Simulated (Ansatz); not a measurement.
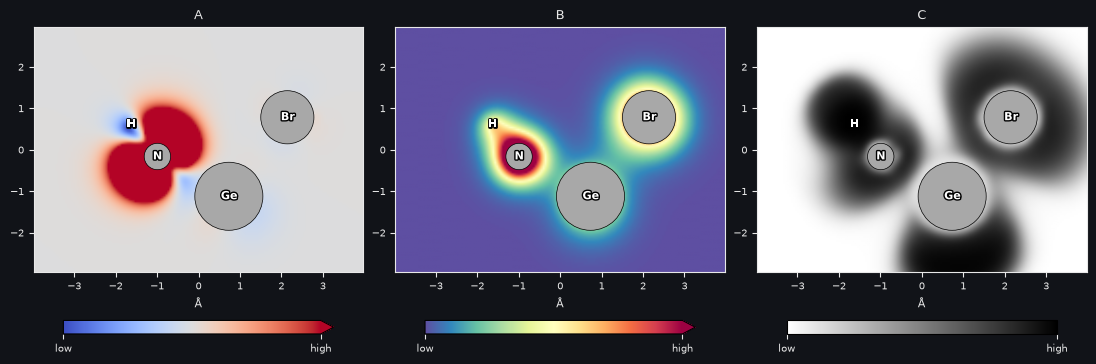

BrGeHNO (SMILES [Br][Ge]1[NH][O]1) (doublet): 3 fields on the plane of atoms Br1, Ge2 and N3, with unlabelled colour scales. Grey discs cover the atomic cores.

Geometry: PBE0-D3(BJ)/def2-SVP.

These are results of isolated molecule in a Gaussian basis; Kohn-Sham density functional theory, functional PBE0 in Ansatz 0.2.0, not measurements.

Q: Match the panels to the quantities (electron density, electron localisation function and spin density).

A: Panel A: spin density (confined to the atoms that carry the unpaired spin). Panel B: electron density. Panel C: electron localisation function. From the grid: Ge–N (1.97 Å): the density is about 0.64 e/Å³ at the midpoint; the ELF peaks at about 0.80 in the valence shell of N, 0.6 Å from its nucleus, and is about 0.30 at the midpoint. Ge–Br (2.37 Å): ρ at the midpoint is about 0.62 e/Å³; the ELF peaks at about 0.75 in the valence shell of Br, 1.0 Å from its nucleus, and is about 0.70 at the midpoint.
